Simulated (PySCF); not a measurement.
# C6H9NSi: a tour of settings, part 2 of 2

PySCF 2.14.0. Atoms count from 0.

## Step 5: Spin-spin couplings: B97-2/IGLO-II

Job settings and geometry (Å):

```
{"job": {"kind": "j", "xc": "B97-2", "basis": "IGLO-II", "scf": {"level_shift": 0.2}}, "charge": 0, "multiplicity": 1}
N      0.125429    -2.805678    -0.590036
C     -0.056283    -1.692676    -0.390531
C     -0.251148    -0.305419    -0.108772
C      0.964653     0.344852     0.523085
Si     2.440957     0.466802    -0.682441
C     -1.628542     0.161230     0.301288
C     -2.357417    -0.300413    -0.921613
C     -1.108645     0.516054    -1.039854
H      1.253845    -0.229760     1.405960
H      0.682221     1.340038     0.872321
H      2.049150     1.332220    -1.797829
H      2.786043    -0.863423    -1.171961
H      3.557353     1.065379     0.049020
H     -1.943276     0.711107     1.162120
H     -3.294487     0.190911    -1.152153
H     -2.336992    -1.349469    -1.191682
H     -0.889859     1.430272    -1.547903
```

Method: B97-2/IGLO-II indirect spin-spin coupling, non-relativistic, gas phase.

The program printed:

```text
final grid: 138520 points
cycle   1  E = -578.0781415286  dE =  1.222e+00  |g| = 5.623e-01  |ddm| = 3.385e+00
cycle   2  E = -578.0286540035  dE =  4.949e-02  |g| = 8.091e-01  |ddm| = 9.527e-01
cycle   3  E = -578.1503364252  dE = -1.217e-01  |g| = 1.914e-01  |ddm| = 3.905e-01
cycle   4  E = -578.1588708112  dE = -8.534e-03  |g| = 3.665e-02  |ddm| = 1.539e-01
cycle   5  E = -578.1592423323  dE = -3.715e-04  |g| = 9.604e-03  |ddm| = 4.609e-02
cycle   6  E = -578.1592592571  dE = -1.692e-05  |g| = 4.844e-03  |ddm| = 9.872e-03
cycle   7  E = -578.1592638208  dE = -4.564e-06  |g| = 1.578e-03  |ddm| = 4.477e-03
cycle   8  E = -578.1592643532  dE = -5.324e-07  |g| = 3.589e-04  |ddm| = 1.674e-03
cycle   9  E = -578.1592643901  dE = -3.686e-08  |g| = 8.645e-05  |ddm| = 5.706e-04
cycle  10  E = -578.1592643931  dE = -3.043e-09  |g| = 2.141e-05  |ddm| = 2.067e-04
cycle  11  E = -578.1592643935  dE = -3.412e-10  |g| = 7.419e-06  |ddm| = 7.693e-05
level shift removed, Fock matrix diagonalised once more
converged SCF energy = -578.1592643935

Indirect spin-spin couplings (Hz)
  i      j    bonds     total        FC       PSO       DSO        SD
  0 N    1 C    1    -18.210   -13.069     0.173    -0.019    -5.294
  0 N    2 C    2      3.863     3.593     0.253     0.050    -0.034
  0 N    3 C    3     -0.739    -0.750    -0.034     0.024     0.021
  0 N    5 C    3     -0.934    -1.036    -0.035     0.031     0.105
  0 N    7 C    3     -0.912    -1.000    -0.046     0.031     0.103
  0 N    9 H    4     -0.368    -0.342    -0.223     0.172     0.025
  0 N   11 H    5     -0.245    -0.288     0.138    -0.065    -0.030
  0 N   15 H    5     -0.222    -0.320     0.231    -0.062    -0.070
  1 C    2 C    1     91.378    92.874    -1.856     0.361         -
  1 C    3 C    2      4.778     4.750    -0.044     0.073         -
  1 C    4 Si   3     -0.758    -0.771     0.029    -0.030     0.013
  1 C    5 C    2     -1.157    -0.973    -0.225     0.041         -
  1 C    6 C    3      4.254     4.256    -0.068     0.067         -
  1 C    7 C    2     -1.447    -1.254    -0.235     0.042         -
  1 C    8 H    3      2.123     2.040    -0.188     0.271         -
  1 C    9 H    3      8.408     8.371     0.352    -0.316         -
  1 C   12 H    4     -0.191    -0.139     0.166    -0.218         -
  1 C   13 H    3     -0.964    -0.977     0.297    -0.284         -
  1 C   14 H    4     -0.303    -0.300     0.284    -0.288         -
  1 C   15 H    4      0.769     0.649    -0.458     0.578         -
  1 C   16 H    3     -0.862    -0.876     0.294    -0.281         -
  2 C    3 C    1     41.641    41.854    -0.524     0.310         -
  2 C    4 Si   2      2.409     2.204     0.144    -0.035     0.095
  2 C    5 C    1     24.166    25.060    -1.189     0.295         -
  2 C    6 C    2      1.431     1.688    -0.290     0.033         -
  2 C    7 C    1     24.469    25.343    -1.173     0.299         -
  2 C    8 H    2     -5.551    -5.603    -0.111     0.163         -
  2 C    9 H    2     -6.269    -6.393    -0.042     0.165         -
  2 C   10 H    3      0.563     0.562    -0.115     0.116         -
  2 C   11 H    3      1.110     1.104    -0.112     0.118         -
  2 C   12 H    3      7.375     7.457     0.201    -0.284         -
  2 C   13 H    2      3.318     3.365     0.203    -0.249         -
  2 C   14 H    3     17.015    17.062     0.464    -0.510         -
  2 C   15 H    3      8.802     8.786    -0.106     0.122         -
  2 C   16 H    2      3.221     3.258     0.193    -0.230         -
  3 C    4 Si   1    -54.266   -54.119     1.456    -0.092    -1.510
  3 C    5 C    2     -0.778    -0.634    -0.168     0.024         -
  3 C    6 C    3      5.424     5.545    -0.042    -0.080         -
  3 C    7 C    2      0.725     0.869    -0.173     0.029         -
  3 C    8 H    1    116.805   115.032     0.788     0.986         -
  3 C    9 H    1    114.289   112.465     0.814     1.009         -
  3 C   10 H    2      3.198     3.291     0.026    -0.119         -
  3 C   11 H    2      2.518     2.599     0.059    -0.140         -
  3 C   12 H    2      4.881     4.967     0.034    -0.120         -
  3 C   13 H    3      1.310     1.312    -0.017     0.015         -
  3 C   14 H    4      1.614     1.645     0.306    -0.337         -
  3 C   15 H    4     -0.293    -0.247     0.235    -0.281         -
  3 C   16 H    3      0.968     0.967    -0.035     0.036         -
  4 Si   5 C    3     -6.983    -7.052    -0.007     0.038     0.038
  4 Si   6 C    4     -0.159    -0.144    -0.060     0.038     0.006
  4 Si   7 C    3     -3.318    -3.346     0.046    -0.014    -0.005
  4 Si   8 H    2      5.396     5.314     0.111     0.090    -0.119
  4 Si   9 H    2      5.346     5.213     0.150     0.088    -0.105
  4 Si  10 H    1   -184.782  -184.975     0.693    -0.203    -0.297
  4 Si  11 H    1   -199.282  -199.531     0.810    -0.204    -0.357
  4 Si  12 H    1   -185.280  -185.480     0.681    -0.175    -0.307
  4 Si  13 H    4      0.409     0.440    -0.152     0.162    -0.042
  4 Si  15 H    5      0.183     0.158    -0.116     0.121     0.019
  5 C    6 C    1     22.813    23.794    -1.198     0.217         -
  5 C    7 C    1    -14.309   -13.426    -1.107     0.224         -
  5 C    8 H    3      1.244     1.218     0.084    -0.058         -
  5 C    9 H    3      4.357     4.305    -0.198     0.251         -
  5 C   10 H    4     -0.189    -0.164     0.119    -0.144         -
  5 C   11 H    4     -0.365    -0.322     0.188    -0.231         -
  5 C   12 H    4      1.057     1.095     0.198    -0.236         -
  5 C   13 H    1    203.348   202.880    -0.625     1.094         -
  5 C   14 H    2     -1.789    -1.704     0.149    -0.233         -
  5 C   15 H    2     -1.444    -1.591     0.395    -0.248         -
  5 C   16 H    2     -3.749    -3.769     0.509    -0.488         -
  6 C    7 C    1     23.418    24.358    -1.160     0.220         -
  6 C    8 H    4      0.329     0.359     0.300    -0.331         -
  6 C   12 H    5      0.152     0.189     0.226    -0.264         -
  6 C   13 H    2      3.104     3.171     0.393    -0.461         -
  6 C   14 H    1    141.130   139.894     0.377     0.859         -
  6 C   15 H    1    159.607   158.637     0.011     0.959         -
  6 C   16 H    2      3.011     3.070     0.391    -0.450         -
  7 C    8 H    3      9.139     9.211     0.309    -0.380         -
  7 C    9 H    3      1.245     1.210    -0.132     0.168         -
  7 C   10 H    4      0.542     0.483    -0.220     0.278         -
  7 C   12 H    4      0.600     0.647     0.177    -0.224         -
  7 C   13 H    2     -3.689    -3.713     0.520    -0.496         -
  7 C   14 H    2     -1.780    -1.703     0.151    -0.228         -
  7 C   15 H    2     -1.416    -1.567     0.390    -0.239         -
  7 C   16 H    1    202.198   201.701    -0.630     1.127         -
  8 H    9 H    2    -13.914   -14.106     1.834    -1.642         -
  8 H   10 H    3      7.206     7.630     1.810    -2.234         -
  8 H   11 H    3      0.527     0.644     0.228    -0.345         -
  8 H   12 H    3      0.780     0.859     0.062    -0.140         -
  8 H   14 H    5     -0.154    -0.076     1.265    -1.344         -
  8 H   15 H    5     -0.214    -0.133     0.916    -0.997         -
  8 H   16 H    4     -0.534    -0.411     1.450    -1.572         -
  9 H   10 H    3      1.090     1.180     0.053    -0.143         -
  9 H   11 H    3      7.308     7.747     1.800    -2.240         -
  9 H   12 H    3      0.449     0.555     0.111    -0.218         -
  9 H   15 H    5     -0.151    -0.046     1.259    -1.365         -
 10 H   11 H    2      3.814     4.420     1.429    -2.035         -
 10 H   12 H    2      2.800     3.415     1.502    -2.117         -
 10 H   16 H    5      0.482     0.223    -1.398     1.658         -
 11 H   12 H    2      3.015     3.650     1.570    -2.205         -
 12 H   13 H    5     -0.164    -0.053     0.593    -0.703         -
 12 H   15 H    6     -0.174    -0.016     0.798    -0.957         -
 12 H   16 H    5     -0.242    -0.045     0.517    -0.714         -
 13 H   14 H    3      1.852     2.032     0.711    -0.892         -
 13 H   15 H    3     -0.280    -0.148     2.282    -2.413         -
 13 H   16 H    3      5.929     6.125     1.330    -1.525         -
 14 H   15 H    2     -3.918    -3.916     2.703    -2.705         -
 14 H   16 H    3      1.903     2.074     0.694    -0.864         -
 15 H   16 H    3     -0.271    -0.150     2.259    -2.380         -
```

Wall time 51 s (1 thread, shared host).

A choice of the couplings up to four bonds, sorted by the number of bonds, with means over like pairs; isotopes 13C, 1H, 15N, 29Si:

| pair | bonds | J (Hz) | Fermi contact (Hz) | dihedral (°) |
| --- | --- | --- | --- | --- |
| C5–H13 | 1 | 202.8 | 202.3 | – |
| Si4–H10 | 1 | -189.8 | -190.0 | – |
| C6–H15 | 1 | 159.6 | 158.6 | – |
| C6–H14 | 1 | 141.1 | 139.9 | – |
| C3–H8 | 1 | 115.5 | 113.7 | – |
| C1–C2 | 1 | 91.4 | 92.9 | – |
| C3–Si4 | 1 | -54.3 | -54.1 | – |
| C2–C3 | 1 | 41.6 | 41.9 | – |
| C2–C5 | 1 | 24.3 | 25.2 | – |
| H8–H9 | 2 | -13.9 | -14.1 | – |
| C2–H8 | 2 | -5.9 | -6.0 | – |
| Si4–H8 | 2 | 5.4 | 5.3 | – |
| C1–C3 | 2 | 4.8 | 4.8 | – |
| H14–H15 | 2 | -3.9 | -3.9 | – |
| N0–C2 | 2 | 3.9 | 3.6 | – |
| C5–H16 | 2 | -3.7 | -3.7 | – |
| C3–H10 | 2 | 3.5 | 3.6 | – |
| C2–H13 | 2 | 3.3 | 3.3 | – |
| C2–H14 | 3 | 17.0 | 17.1 | – |
| C2–H15 | 3 | 8.8 | 8.8 | – |
| C5–H9 | 3 | 6.7 | 6.8 | – |
| H13–H16 | 3 | 5.9 | 6.1 | 0 |
| C3–C6 | 3 | 5.4 | 5.5 | – |
| C1–H8 | 3 | 5.3 | 5.2 | – |
| Si4–C5 | 3 | -5.2 | -5.2 | – |
| C1–C6 | 3 | 4.3 | 4.3 | – |
| C2–H10 | 3 | 3.0 | 3.0 | – |
| C3–H14 | 4 | 1.6 | 1.6 | – |

The spin-dipole term was solved for some atoms only; pairs without it lack that part.

Quadrupole couplings from the field gradients of the same density:

| atom | isotope | eQq/h (MHz) | η |
| --- | --- | --- | --- |
| N0 | 14N | -4.390 | 0.11 |

Joined with the shifts from before (PBE0/pcSseg-1, scaled to CDCl3 for protons on carbon, raw for the others), the couplings predict the line list below for 400 MHz.

¹H NMR δ 3.99 (t, J = 2.9 Hz, 3H), 2.12 (d, J = 1.9 Hz, 2H), 1.33 (dt, J = 3.9, 1.9 Hz, 1H), 1.23 (d, J = 3.9 Hz, 1H), 1.07 (q, J = 2.9 Hz, 2H). The letters are first-order; like nuclei with unlike couplings give more lines.

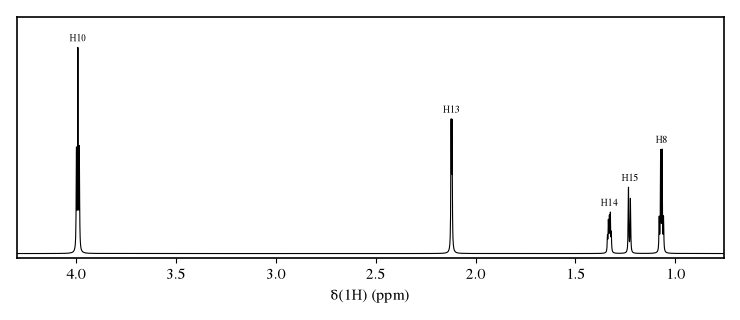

Simulated proton spectrum at 400 MHz, by exact diagonalisation of each spin system; lines 1.2 Hz wide, exchangeable protons uncoupled.

## Step 6: Shielding tensors: KT2/cc-pCVDZ

Same as in step 5 but for these lines:

```diff
@@ -1,2 +1,2 @@
-{"job": {"kind": "j", "xc": "B97-2", "basis": "IGLO-II", "scf": {"level_shift": 0.2}}, "charge": 0, "multiplicity": 1}
+{"job": {"kind": "nmr", "xc": "KT2", "basis": "cc-pCVDZ", "pop": true, "grid": 0, "scf": {"level_shift": 0.9, "max_cycle": 54}}, "charge": 0, "multiplicity": 1}
 N      0.125429    -2.805678    -0.590036
```

Method: KT2/cc-pCVDZ.

The program printed:

```text
KeyError: 'Element h (Z=1) not found in basis cc-pCVDZ version 0'
```

Why it failed: The basis cc-pCVDZ has no functions for an element of the molecule, so the input was refused before any integral. Cure: choose a basis that covers all elements.

## Step 7: Run by run: NMR shifts

Shifts (ppm) of some atoms, chosen among heavy atoms and hydrogens apart, means over like atoms, with basis size and wall time:

| run | C1 | C2 | C6 | H10 | H8 | N0 | Si4 | functions | time |
| --- | --- | --- | --- | --- | --- | --- | --- | --- | --- |
| PBE0/pcSseg-1 | 125.5 | 37.0 | 26.0 | 3.99 | 1.02 | 298.9 | -73.7 | 188 | 22 s |
| PBE0/6-31G* | 110.5 | 34.0 | 24.7 | 4.24 | 0.95 | 252.9 | -42.5 | 134 | 13 s |

## Step 8: Outcome

This closing draws on all 2 parts.

```
                                                               quantity                                            value
¹³C shifts against TMS (PBE0/pcSseg-1, means over atoms taken as alike)                125.5, 37.0, 26.0, 16.1, 13.7 ppm
 ¹H shifts against TMS (PBE0/pcSseg-1, means over atoms taken as alike)                 3.99, 2.14, 1.30, 1.19, 1.02 ppm
                                 ¹⁵N shifts against NH3 (PBE0/pcSseg-1)                                        298.9 ppm
                                ²⁹Si shifts against TMS (PBE0/pcSseg-1)                                        -73.7 ppm
                                        lowest singlet (PBE0/def2-SVPD)                      7.29 eV (170 nm), f = 0.002
                               brightest single state of those computed                      state 6, 7.77 eV, f = 0.078
                                                         lowest triplet                                          6.19 eV
                          largest coupling of the table (B97-2/IGLO-II)                         ¹J(C,H) C5–H13, 202.8 Hz
                                               range of the shift of N0                               252.9 to 298.9 ppm
                                          property runs in this session  5, of which 1 failed and 0 gave unsound results
```

In words: Single values in the summary come from the first run of each kind that ended normally (PBE0/pcSseg-1; PBE0/def2-SVPD; B97-2/IGLO-II), which need not be the best level. The most deshielded carbon is C1 (nitrile carbon), at 125.5 ppm: this is the usual window of a C≡N carbon, which has no attached hydrogen. At PBE0/pcSseg-1: The largest span, 523 ppm, is at N0, where the paramagnetic term is -373 ppm. The first singlet state (HOMO→LUMO+1 0.28, HOMO−1→LUMO 0.27) lies at 7.29 eV and is weak; of the 6 states computed, the strongest absorption comes from state 6 at 7.77 eV (the last computed, so partners may be missing). The lowest triplet lies 1.10 eV below the lowest singlet (triplets in Tamm-Dancoff, singlets in full TDDFT). In the run at B97-2/IGLO-II, the largest coupling of the table is C5–H13 (mean over like pairs), 202.8 Hz, of which the Fermi-contact term gives 202.3 Hz. Couplings across rotatable bonds belong to this one conformer; where others are populated, the observed values are averages. Across the 2 runs the shift of N0 moves most, between 252.9 (PBE0/6-31G*) and 298.9 ppm (PBE0/pcSseg-1).
